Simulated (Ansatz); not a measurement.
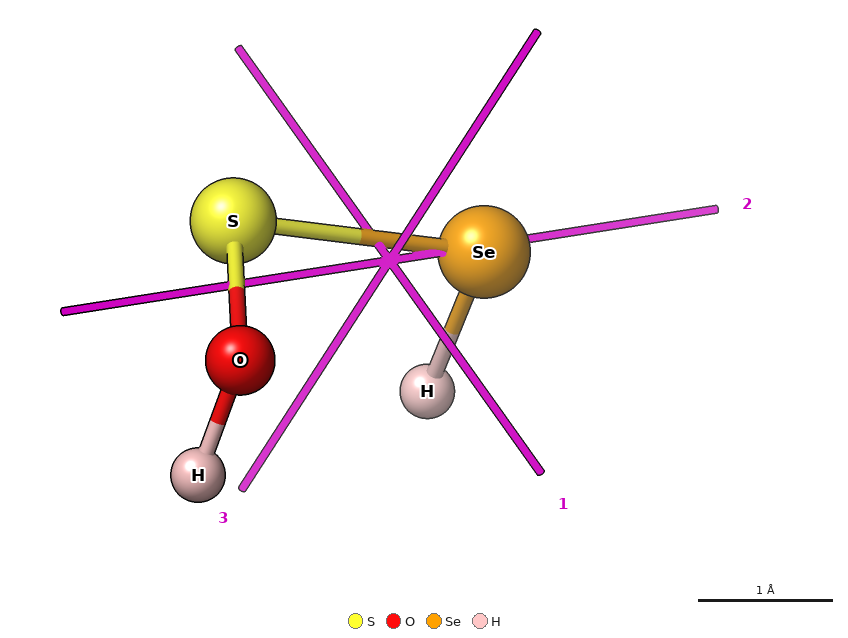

The three principal axes of inertia are drawn and numbered. Distant atoms are faded towards the background colour. The computed structure is the end point of a PBE0-D4/def2-TZVP optimisation. No frequency run is at hand to confirm it as a minimum. Masses are those of the most abundant isotopes; constants are for the rigid equilibrium geometry.

> Which line is the a axis (least moment of inertia), which b and which c?

a is line 2, b is line 1, c is line 3; the moments are 25.3, 187, 206 u Å².

> What kind of rotor is it, and what are its rotational constants in GHz?

An asymmetric top (C1): A = 20.0, B = 2.71, C = 2.45 GHz. Ray's parameter κ is −0.97, close to the prolate limit.
